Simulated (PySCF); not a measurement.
C3H7NS (SMILES C/C=N/SC)

The calculation's input:

```
{"job": {"kind": "nmr", "xc": "PBE0", "basis": "pcSseg-1", "pop": false}, "charge": 0, "multiplicity": 1}
C     -1.694704    -0.775948    -0.543540
C     -0.534402    -0.356289    -1.396977
N      0.516773     0.136031    -0.939631
S      1.835819     0.750032    -0.405985
C      1.642630     0.835410     1.438734
H     -2.588946    -0.227686    -0.838131
H     -1.489471    -0.587768     0.506926
H     -1.893562    -1.837807    -0.685126
H     -0.653471    -0.505983    -2.473527
H      0.797236     1.469567     1.683402
H      1.500678    -0.165250     1.832728
H      2.561419     1.265691     1.821126
```

Command:

```sh
OMP_NUM_THREADS=1 python ens_run.py task.json out
```

Geometry: GFN2-xTB.

Level of theory: PBE0/pcSseg-1, SCF density, gas phase, non-relativistic (PySCF 2.14.0).

Question: Predict the electron density and electron localisation function between the atoms.

Answer: C–N (1.25 Å): the density is about 2.7 e/Å³ at the midpoint; the ELF peaks at about 0.85 between the atoms (a short, multiple covalent bond).
C–C (1.50 Å): ρ at the midpoint is about 1.7 e/Å³; the ELF peaks at about 0.95 between the atoms: a covalent bond.
S–N (1.55 Å): the density is about 1.7 e/Å³ at the midpoint; the ELF peaks at about 0.85 between the atoms (a covalent bond).
C–S (1.86 Å): ρ at the midpoint is about 1.2 e/Å³; the ELF peaks at about 0.90 between the atoms: a shared electron pair.

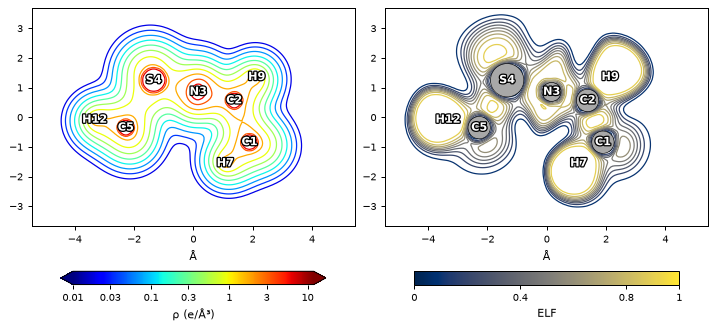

Computed electron density and electron localisation function on the plane of atoms C1, C2 and H9, in this order. Grey discs cover the atomic cores in the ELF map. 
